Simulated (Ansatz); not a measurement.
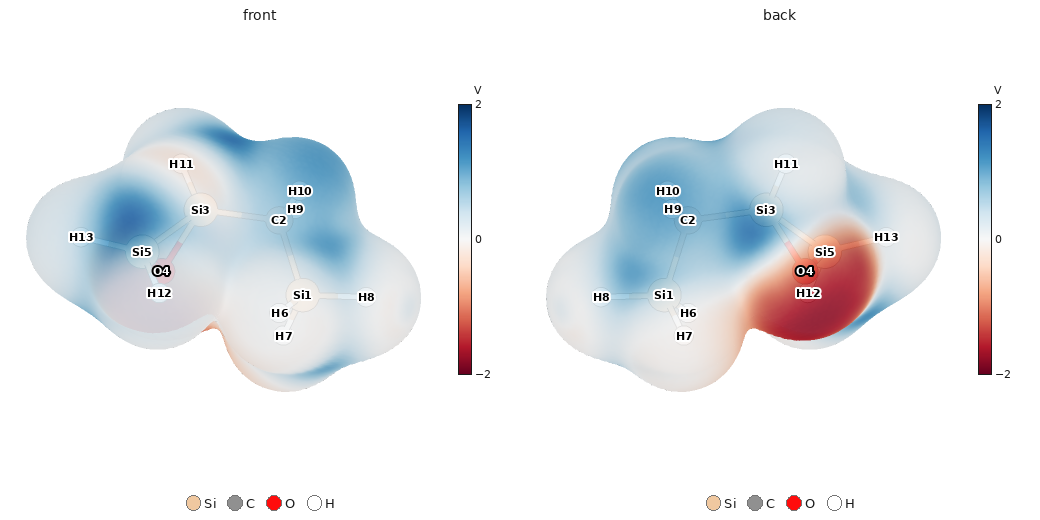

Figure. CH8OSi3. The electrostatic potential painted on the density surface at 0.002 e/bohr³, seen from the front and from behind; red is negative and blue positive.

Method: RKS PBE0/def2-SVP (Ansatz).

```
atom    x (Å)    y (Å)    z (Å)
  Si  -1.2278  -1.2600  -0.6614
   C  -0.2328  -0.8101   0.8810
  Si   1.0964   0.4670   0.5807
   O   1.5986   0.5893  -1.0609
  Si   0.9474   2.1687  -0.8274
   H  -1.7969  -0.0275  -1.2854
   H  -0.3700  -1.9662  -1.6553
   H  -2.3601  -2.1596  -0.2794
   H   0.2297  -1.7252   1.2909
   H  -0.9244  -0.4300   1.6531
   H   2.2400   0.3285   1.5293
   H  -0.2281   2.4712  -1.6922
   H   1.9583   3.2608  -0.9249
```

> Which sites attract a positive test charge, and which a negative one?

A positive charge is drawn to the negative regions and a negative charge to the positive ones. The most negative region (about −1.7 V, or −39 kcal/mol for a unit charge) lies over O4, the most positive (about +1.5 V, or +35 kcal/mol for a unit charge) over Si3 and Si5. O4 is the likeliest acceptor of a hydrogen bond.
